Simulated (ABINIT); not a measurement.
# CdS (Hawleyite): G0W0 in ABINIT against the k mesh, part 2 of 2

Wanted: the cheapest k mesh that holds the gap of CdS (Hawleyite).

ABINIT 10.8.3; PBE and many-body steps on it, plane waves. Known limits of the many-body steps: not at the basis limit; no spin-orbit coupling; coarse k mesh.

So far. Step 5 (Empty states on the mesh, 8×8×8 mesh, 101 bands): On this mesh the gap is 1.145 eV. Step 6 (Screening, 2×2×2 mesh, 93 bands, screening to 163.3 eV): Local fields lower ε∞ by 9 %. On a Γ-centred mesh this coarse the value itself is usually too large, while a short band sum pulls it down.

## (8) Screening, 4×4×4 mesh, 93 bands, screening to 163.3 eV

This step: RPA screening on PBE, plane waves, norm-conserving pseudopotentials.

run.abi reads:

```
acell 3*1.0 Angstrom
rprim 
  -0.000000000000 2.916500000000 2.916500000000
  2.916500000000 -0.000000000000 2.916500000000
  2.916500000000 2.916500000000 -0.000000000000
ntypat 2
znucl 48 16
natom 2
typat 1 2
xred 
  0.000000000000 0.000000000000 0.000000000000
  0.250000000000 0.250000000000 0.250000000000
pp_dirpath "pseudos"
pseudos "Cd.upf, S.upf"
ecut 47
ngkpt 4 4 4
nshiftk 1
shiftk 0 0 0
kptopt 1
chksymbreak 0
istwfk *1
occopt 1
irdwfk 1
optdriver 3
nband 93
ecuteps 6
inclvkb 2
awtr 1
symchi 1
indata_prefix "in"
outdata_prefix "out"
tmpdata_prefix "tmp"
```

Run with:

```console
$ OMP_NUM_THREADS=1 mpirun -n 8 abinit run.abi > log
```

Numbers of over 12 decimals in the logs are rounded to 6 here.

The program printed:

```text
.Version 10.8.3 of ABINIT. v10.8.2 released Aug 2026.

 Symmetries : space group F-4 3 m (#216); Bravais cF (face-center cubic)
[... echo of the input left out ...]
== DATASET  1 ==================================================================
-   mpi_nproc: 8, omp_nthreads: 1 (-1 if OMP is not activated)

--- !DatasetInfo
iteration_state: {dtset: 1, }
dimensions: {natom: 2, nkpt: 8, mband: 93, nsppol: 1, nspinor: 1, nspden: 1, mpw: 5180, }
cutoff_energies: {ecut:  47.0, pawecutdg:  -1.0, }
electrons: {nelect:   2.60000000E+01, charge:   0.00000000E+00, occopt:   1.00000000E+00, tsmear:   1.00000000E-02, }

 SCREENING: Calculation of the susceptibility and dielectric matrices

 Based on a program developped by R.W. Godby, V. Olevano, G. Onida, and L. Reining.
 Incorporated in ABINIT by V. Olevano, G.-M. Rignanese, and M. Torrent.
.Using double precision arithmetic ; gwpc =  8

[... cell and pseudopotentials left out ...]
--------------------------------------------------------------------------------

 ==== K-mesh for the wavefunctions ====
 Number of points in the irreducible wedge :     8
[... list of points left out ...]
 Together with 24 symmetry operations and time-reversal symmetry
 yields    64 points in the full Brillouin Zone.

 ==== Q-mesh for the screening function ====
 Number of points in the irreducible wedge :     8
[... list of points left out ...]
 Together with 24 symmetry operations and time-reversal symmetry
 yields    64 points in the full Brillouin Zone.

 setmesh: FFT mesh size selected  =    36x   36x   36
          total number of points  =        46656

 vcoul_init : cutoff-mode = AUXILIARY_FUNCTION
 q-points for optical limit:   1
     1)      0.000010    0.000020    0.000030

- screening: taking advantage of time-reversal symmetry
- Maximum band index for partially occupied states nbvw = 13
- Remaining bands to be divided among processors   nbcw = 80
- Number of bands treated by each node ~10

 Number of electrons calculated from density =   26.0000; Expected =   26.0000
 average of density, n =  0.077653
 r_s =    1.4541
 omega_plasma =   26.8804 [eV]

 calculating chi0 at frequencies [eV] :
  1    0.000000E+00    0.000000E+00
  2    0.000000E+00    2.688042E+01

--------------------------------------------------------------------------------
  q-point number  1        q = ( 0.000000, 0.000000, 0.000000) [r.l.u.]
--------------------------------------------------------------------------------
[... chi0 elements left out ...]
 For q-point:  0.000010 0.000020 0.000030
  dielectric constant =  11.0649
  dielectric constant without local fields =  11.7725

  Average fulfillment of the sum rule on Im[epsilon] for q-point    1 :     58.79  [%]
[... wings left out ...]
  q-point number  2        q = ( 0.250000, 0.000000, 0.000000) [r.l.u.]
--------------------------------------------------------------------------------
[... chi0 elements left out ...]
  Average fulfillment of the sum rule on Im[epsilon] for q-point    2 :     72.29  [%]

 [... 6 further q-points ...]
```

The job ended after 25 s (8 MPI ranks of AMD EPYC 7R43, shared host; peak memory 2 GiB).

Numbers from this step:

* ε∞ with local fields, on this mesh, along the program's q direction: 11.06
* the same without local fields: 11.77
* plasma frequency: 26.88 eV
* plane waves in the screening matrix: 259

## (9) 4×4×4

The self-energy is evaluated for the states that the input lists, and the levels follow from it, in one-shot runs by the linearised quasiparticle equation.

This step: G0W0 on PBE, plane waves, norm-conserving pseudopotentials.

Edit run.abi of step 8 so:

```diff
@@ -23,8 +23,15 @@
 irdwfk 1
-optdriver 3
+optdriver 4
 nband 93
+gwcalctyp 0
+ecutsigx 47
+symsigma 1
+nkptgw 1
+kptgw 
+  0.0000000000 0.0000000000 0.0000000000
+bdgw 
+  11 17
 ecuteps 6
-inclvkb 2
-awtr 1
-symchi 1
+irdscr 1
+ppmodel 1
 indata_prefix "in"
```

The program printed:

```text
.Version 10.8.3 of ABINIT. v10.8.2 released Aug 2026.

 Symmetries : space group F-4 3 m (#216); Bravais cF (face-center cubic)
[... echo of the input left out ...]
== DATASET  1 ==================================================================
-   mpi_nproc: 8, omp_nthreads: 1 (-1 if OMP is not activated)

--- !DatasetInfo
iteration_state: {dtset: 1, }
dimensions: {natom: 2, nkpt: 8, mband: 93, nsppol: 1, nspinor: 1, nspden: 1, mpw: 5180, }
cutoff_energies: {ecut:  47.0, pawecutdg:  -1.0, }
electrons: {nelect:   2.60000000E+01, charge:   0.00000000E+00, occopt:   1.00000000E+00, tsmear:   1.00000000E-02, }

 SIGMA: Calculation of the GW corrections

 Based on a program developped by R.W. Godby, V. Olevano, G. Onida, and L. Reining.
 Incorporated in ABINIT by V. Olevano, G.-M. Rignanese, and M. Torrent.
.Using double precision arithmetic ; gwpc =  8

[... cell and pseudopotentials left out ...]
--------------------------------------------------------------------------------

 ==== K-mesh for the wavefunctions ====
 Number of points in the irreducible wedge :     8
[... list of points left out ...]
 Together with 24 symmetry operations and time-reversal symmetry
 yields    64 points in the full Brillouin Zone.

 ==== Q-mesh for screening function ====
 Number of points in the irreducible wedge :     8
[... list of points left out ...]
 Together with 24 symmetry operations and time-reversal symmetry
 yields    64 points in the full Brillouin Zone.

 vcoul_init : cutoff-mode = AUXILIARY_FUNCTION
 q-points for optical limit:   1
     1)      0.000010    0.000020    0.000030
 setmesh: FFT mesh size selected  =    50x   50x   50
          total number of points  =       125000

 Number of electrons calculated from density =   26.0000; Expected =   26.0000
[...]
number of q-points in BZ                           64
 number of frequencies for dSigma/dE                 9
 frequency step for dSigma/dE [eV]                0.25
 number of omega for Sigma on real axis              0
 max omega for Sigma on real axis  [eV]           0.00
 zcut for avoiding poles [eV]                     0.10

 EPSILON^-1 parameters (SCR file):
 dimension of the eps^-1 matrix on file            259
 dimension of the eps^-1 matrix used               259
 number of plane-waves for wavefunctions          5065
 number of bands                                    93
 number of q-points in IBZ                           8
 number of frequencies                               2
 number of real frequencies                          1
 number of imag frequencies                          1

 matrix elements of self-energy operator (all in [eV])

 Perturbative Calculation

--- !SelfEnergy_ee
iteration_state: {dtset: 1, }
kpoint     : [   0.000,    0.000,    0.000, ]
spin       : 1
KS_gap     :    1.145
QP_gap     :    2.052
Delta_QP_KS:    0.907
data: !SigmaeeData |
     Band     E0 <VxcDFT>   SigX SigC(E0)      Z dSigC/dE  Sig(E)    E-E0       E
       11   4.366 -15.389 -18.420   2.186   0.782  -0.279 -16.049  -0.660   3.706
       12   4.366 -15.389 -18.420   2.186   0.782  -0.279 -16.049  -0.660   3.706
       13   4.366 -15.389 -18.420   2.186   0.782  -0.279 -16.049  -0.660   3.706
       14   5.511 -10.636  -6.668  -3.664   0.813  -0.230 -10.389   0.247   5.758
       15  10.897 -10.642  -5.801  -4.215   0.811  -0.233 -10.134   0.508  11.405
       16  10.897 -10.642  -5.801  -4.215   0.811  -0.233 -10.134   0.508  11.405
       17  10.897 -10.642  -5.801  -4.215   0.811  -0.233 -10.134   0.508  11.405

== END DATASET(S) ==============================================================
================================================================================

 -outvars: echo values of variables after computation  --------
           etotal      0.0000000000E+00
            nband          93
             nkpt           8
          spgroup         216
 [... the other variables as echoed above ...]

 Calculation completed.
```

Run time: 6.4 s. Hardware: 8 MPI ranks; peak memory 1.7 GiB.

This step gave:

```
G0W0 gap on the points computed              : 2.052 eV
starting gap on the mesh                     : 1.145 eV
k of the valence top                         : 0, 0, 0
k of the conduction bottom                   : 0, 0, 0
Z at the valence top                         : 0.782
Z at the conduction bottom                   : 0.813
least direct G0W0 gap on the computed points : 2.052 eV
```

The gap on the mesh goes from 1.14 eV to 2.05 eV, a correction of +0.91 eV.

## (10) Screening, 6×6×6 mesh, 93 bands, screening to 163.3 eV

This step: RPA screening on PBE, plane waves, norm-conserving pseudopotentials.

Edit run.abi of step 9 so:

```diff
@@ -15,3 +15,3 @@
 ecut 47
-ngkpt 4 4 4
+ngkpt 6 6 6
 nshiftk 1
@@ -23,15 +23,8 @@
 irdwfk 1
-optdriver 4
+optdriver 3
 nband 93
-gwcalctyp 0
-ecutsigx 47
-symsigma 1
-nkptgw 1
-kptgw 
-  0.0000000000 0.0000000000 0.0000000000
-bdgw 
-  11 17
 ecuteps 6
-irdscr 1
-ppmodel 1
+inclvkb 2
+awtr 1
+symchi 1
 indata_prefix "in"
```

The program printed:

```text
.Version 10.8.3 of ABINIT. v10.8.2 released Aug 2026.

 Symmetries : space group F-4 3 m (#216); Bravais cF (face-center cubic)
[... echo of the input left out ...]
== DATASET  1 ==================================================================
-   mpi_nproc: 8, omp_nthreads: 1 (-1 if OMP is not activated)

--- !DatasetInfo
iteration_state: {dtset: 1, }
dimensions: {natom: 2, nkpt: 16, mband: 93, nsppol: 1, nspinor: 1, nspden: 1, mpw: 5188, }
cutoff_energies: {ecut:  47.0, pawecutdg:  -1.0, }
[...]
--------------------------------------------------------------------------------
[... chi0 elements left out ...]
 For q-point:  0.000010 0.000020 0.000030
  dielectric constant =   7.1128
  dielectric constant without local fields =   7.7788

  Average fulfillment of the sum rule on Im[epsilon] for q-point    1 :     58.85  [%]
[... wings left out ...]
  q-point number  2        q = ( 0.166667, 0.000000, 0.000000) [r.l.u.]
--------------------------------------------------------------------------------
[... chi0 elements left out ...]
  Average fulfillment of the sum rule on Im[epsilon] for q-point    2 :     76.06  [%]

 [... 14 further q-points ...]
```

Run time: 2.8 min. Hardware: 8 MPI ranks; peak memory 3.4 GiB; 22 min of CPU time.

This step gave:

```
ε∞ with local fields, on this mesh, along the program's q direction : 7.113
the same without local fields                                       : 7.779
plasma frequency                                                    : 26.88 eV
plane waves in the screening matrix                                 : 259
```

## (11) 6×6×6

This step: G0W0 on PBE, plane waves, norm-conserving pseudopotentials.

Edit run.abi of step 10 so:

```diff
@@ -23,8 +23,15 @@
 irdwfk 1
-optdriver 3
+optdriver 4
 nband 93
+gwcalctyp 0
+ecutsigx 47
+symsigma 1
+nkptgw 1
+kptgw 
+  0.0000000000 0.0000000000 0.0000000000
+bdgw 
+  11 17
 ecuteps 6
-inclvkb 2
-awtr 1
-symchi 1
+irdscr 1
+ppmodel 1
 indata_prefix "in"
```

The program printed:

```text
.Version 10.8.3 of ABINIT. v10.8.2 released Aug 2026.

 Symmetries : space group F-4 3 m (#216); Bravais cF (face-center cubic)
[... echo of the input left out ...]
== DATASET  1 ==================================================================
-   mpi_nproc: 8, omp_nthreads: 1 (-1 if OMP is not activated)

--- !DatasetInfo
iteration_state: {dtset: 1, }
dimensions: {natom: 2, nkpt: 16, mband: 93, nsppol: 1, nspinor: 1, nspden: 1, mpw: 5188, }
cutoff_energies: {ecut:  47.0, pawecutdg:  -1.0, }
[...]
15  10.897 -10.648  -5.845  -4.140   0.814  -0.229 -10.109   0.539  11.436
       16  10.897 -10.648  -5.845  -4.140   0.814  -0.229 -10.109   0.539  11.436
       17  10.897 -10.648  -5.845  -4.140   0.814  -0.229 -10.109   0.539  11.436

== END DATASET(S) ==============================================================
================================================================================

 -outvars: echo values of variables after computation  --------
           etotal      0.0000000000E+00
            nband          93
             nkpt          16
          spgroup         216
 [... the other variables as echoed above ...]

 Calculation completed.
```

It took 12 s on 8 MPI ranks; peak memory 2.4 GiB.

Numbers from this step:

```yaml
g0w0_gap_on_the_points_computed: 2.125 eV
starting_gap_on_the_mesh: 1.145 eV
k_of_the_valence_top: 0, 0, 0
k_of_the_conduction_bottom: 0, 0, 0
least_direct_g0w0_gap_on_the_computed_points: 2.125 eV
```

Against the run before, the gap moves by +0.073 eV.

## (12) Screening, 8×8×8 mesh, 93 bands, screening to 163.3 eV

This step: RPA screening on PBE, plane waves, norm-conserving pseudopotentials.

Edit run.abi of step 11 so:

```diff
@@ -15,3 +15,3 @@
 ecut 47
-ngkpt 6 6 6
+ngkpt 8 8 8
 nshiftk 1
@@ -23,15 +23,8 @@
 irdwfk 1
-optdriver 4
+optdriver 3
 nband 93
-gwcalctyp 0
-ecutsigx 47
-symsigma 1
-nkptgw 1
-kptgw 
-  0.0000000000 0.0000000000 0.0000000000
-bdgw 
-  11 17
 ecuteps 6
-irdscr 1
-ppmodel 1
+inclvkb 2
+awtr 1
+symchi 1
 indata_prefix "in"
```

The program printed:

```text
.Version 10.8.3 of ABINIT. v10.8.2 released Aug 2026.

 Symmetries : space group F-4 3 m (#216); Bravais cF (face-center cubic)
[... echo of the input left out ...]
== DATASET  1 ==================================================================
-   mpi_nproc: 8, omp_nthreads: 1 (-1 if OMP is not activated)

--- !DatasetInfo
iteration_state: {dtset: 1, }
dimensions: {natom: 2, nkpt: 29, mband: 93, nsppol: 1, nspinor: 1, nspden: 1, mpw: 5180, }
cutoff_energies: {ecut:  47.0, pawecutdg:  -1.0, }
[...]
--------------------------------------------------------------------------------
[... chi0 elements left out ...]
 For q-point:  0.000010 0.000020 0.000030
  dielectric constant =   6.2392
  dielectric constant without local fields =   6.9082

  Average fulfillment of the sum rule on Im[epsilon] for q-point    1 :     58.85  [%]
[... wings left out ...]
  q-point number  2        q = ( 0.125000, 0.000000, 0.000000) [r.l.u.]
--------------------------------------------------------------------------------
[... chi0 elements left out ...]
  Average fulfillment of the sum rule on Im[epsilon] for q-point    2 :     77.78  [%]

 [... 27 further q-points ...]
```

It took 19 min on 8 MPI ranks; peak memory 5.8 GiB.

Numbers from this step:

- ε∞ with local fields, on this mesh, along the program's q direction: 6.239
- the same without local fields: 6.908
- plasma frequency: 26.88 eV
- plane waves in the screening matrix: 259

## (13) 8×8×8

This step: G0W0 on PBE, plane waves, norm-conserving pseudopotentials.

Edit run.abi of step 12 so:

```diff
@@ -23,8 +23,15 @@
 irdwfk 1
-optdriver 3
+optdriver 4
 nband 93
+gwcalctyp 0
+ecutsigx 47
+symsigma 1
+nkptgw 1
+kptgw 
+  0.0000000000 0.0000000000 0.0000000000
+bdgw 
+  11 17
 ecuteps 6
-inclvkb 2
-awtr 1
-symchi 1
+irdscr 1
+ppmodel 1
 indata_prefix "in"
```

The program printed:

```text
.Version 10.8.3 of ABINIT. v10.8.2 released Aug 2026.

 Symmetries : space group F-4 3 m (#216); Bravais cF (face-center cubic)
[... echo of the input left out ...]
== DATASET  1 ==================================================================
-   mpi_nproc: 8, omp_nthreads: 1 (-1 if OMP is not activated)

--- !DatasetInfo
iteration_state: {dtset: 1, }
dimensions: {natom: 2, nkpt: 29, mband: 93, nsppol: 1, nspinor: 1, nspden: 1, mpw: 5180, }
cutoff_energies: {ecut:  47.0, pawecutdg:  -1.0, }
[...]
15  10.897 -10.648  -5.855  -4.118   0.815  -0.228 -10.098   0.550  11.447
       16  10.897 -10.648  -5.855  -4.118   0.815  -0.228 -10.098   0.550  11.447
       17  10.897 -10.648  -5.855  -4.118   0.815  -0.228 -10.098   0.550  11.447

== END DATASET(S) ==============================================================
================================================================================

 -outvars: echo values of variables after computation  --------
           etotal      0.0000000000E+00
            nband          93
             nkpt          29
          spgroup         216
 [... the other variables as echoed above ...]

 Calculation completed.
```

Elapsed: 28 s, on 8 MPI ranks; peak memory 4.8 GiB; 3.6 min of CPU time.

This step gave:

```
G0W0 gap on the points computed              : 2.138 eV
starting gap on the mesh                     : 1.145 eV
k of the valence top                         : 0, 0, 0
k of the conduction bottom                   : 0, 0, 0
least direct G0W0 gap on the computed points : 2.138 eV
```

Against the run before, the gap moves by +0.013 eV.

## (14) The runs together

Times are wall times on 8 MPI ranks of AMD EPYC 7R43, shared host, good to a factor of about two. A run's time includes the screening step that it read.

```
  run   mesh  bands  screening cutoff (eV)  DFT gap (eV)  gap on the mesh (eV)  direct (eV)  ε∞ used    time
2×2×2  2×2×2     93                  163.3         1.145                 1.843        1.843    45.36    10 s
4×4×4  4×4×4     93                  163.3         1.145                 2.052        2.052    11.06    32 s
6×6×6  6×6×6     93                  163.3         1.145                 2.125        2.125     7.11   3 min
8×8×8  8×8×8     93                  163.3         1.145                 2.138        2.138     6.24  20 min
```

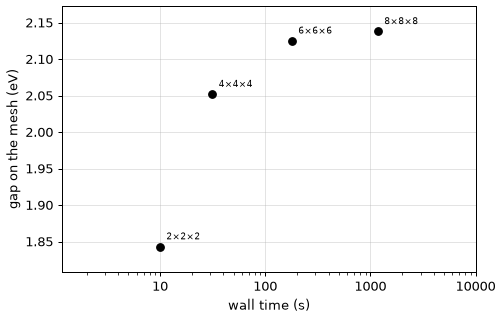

Result against wall time.

## (15) Results

```
2×2×2        : 1.843 eV
4×4×4        : 2.052 eV
6×6×6        : 2.125 eV
8×8×8        : 2.138 eV
known limits : not at the basis limit; no spin-orbit coupling; coarse k mesh
```

The setting moved: k mesh. From 2×2×2 to 8×8×8 the gap moves by +0.29 eV, for 118 times the time. The last step still moves it by +0.013 eV. Bands and screening cutoff are coupled, so a series along one setting does not show full convergence. Bands and cutoff are finite, so the gap is not at the basis limit. The miss can reach some tenths of an eV and take either sign; the mesh is an error of its own. In the G0W0 runs levels were corrected at 1 k point alone, so a gap called «on the mesh» is the least over those, and an edge elsewhere would be missed. The 2×2×2 mesh is coarse for this cell, which bears on the long-range parts of exchange and screening. The many-body steps are scalar-relativistic: spin-orbit coupling is not in them.

[Paths, hosts, dates, memory and timing lines, banners, echoed tables and standing remarks are left out of the program output.]

[Logs are printed without paths, hosts, clocks, repeated set-up lines and the standing remarks that a program may print on its own settings, such as how far it seeks lower states.]

[Runs of the session that timed out or met a known fault of the program may be left out.]

[Hosts, paths, dates, database ids (printed as entryN), source tags and the programs' standing remarks are cut or masked in the printed files.]

[G0W0 gaps are taken among the corrected bands and points alone; a level outside them can change the order at an edge.]

[Where Ansatz stands beside ABINIT at settings called matched, ABINIT's density can come from a denser mesh and the files from another edition; pairs whose starting gaps differed by over 0.03 eV were left out, so agreement reads better than it is.]
